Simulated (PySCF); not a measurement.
C$_{2}$H$_{4}$BF$_{2}$Si, doublet, SMILES `[BH][SiH]1CC1(F)F`.

Method: r2SCAN/6-311+G**; geometry: GFN2-xTB; program: PySCF. No frequency check shows the geometry to be a minimum. The basis has diffuse s and p functions alone, which still leaves polarisabilities too small, most of all across bonds. The stability of the open-shell solution wasn't checked. GFN2-xTB doesn't know the spin state, so this open-shell geometry is rough.

Geometry (Å), atoms numbered from 1:

```
B1      -2.2842    0.8695    0.1203
Si2     -1.1104   -0.5536    0.2144
C3       0.2435   -0.6421   -1.1836
C4       0.7279    0.0993   -0.0109
F5       1.7013   -0.4526    0.7498
F6       1.0091    1.4175   -0.1331
H7      -3.2074    1.4267    0.5350
H8      -0.8988   -1.8274    0.9228
H9       0.1068   -0.0435   -2.0706
H10      0.7443   -1.5799   -1.3730
```

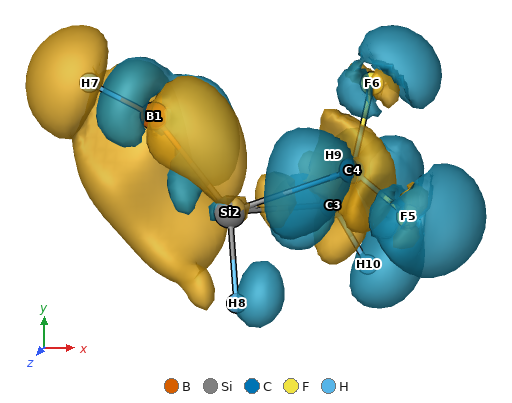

Change of the electron density in a uniform field of 0.26 V/Å, surfaces at ±0.002 e/Å³ (yellow: gain, teal: loss).

**Along which Cartesian direction does the field point?**

Along +x: electrons gather on the −x side, against the field.

**How large is the response?**

The induced dipole is 1.24 D (+1.23 D along the field); α along this axis, from the fields in both directions, is 95 bohr³ (14.1 Å³).

**Which atoms gain and lose the most charge?**

Electrons gather most on B1 (Hirshfeld charge changes by −0.027 e) and leave F5 most (+0.016 e); 0.090 electrons are displaced in all.
